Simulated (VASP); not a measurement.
Band structure of VGe (relaxed from the NiAs structure, space group P6_3/mmc). Calculation: PBEsol GGA, VASP's PBE PAW potentials (set 64) (plane waves; VASP).

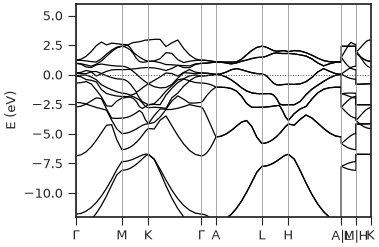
Fig. 1. Bands along high-symmetry lines, zero at the valence-band maximum or, without a gap, the Fermi level

**Question.** Read the plot: is there a gap, and where are the band edges?

**Answer.** It has no gap at this level: it comes out as a metal or semimetal. (Edges off the drawn lines would not show.)

The structure was generated: VGe was put into the NiAs type (P6_3/mmc), which need not be its known phase. It was relaxed first, which changed the volume by -17 %. The run is not spin-polarised, so no magnetic state was tried.
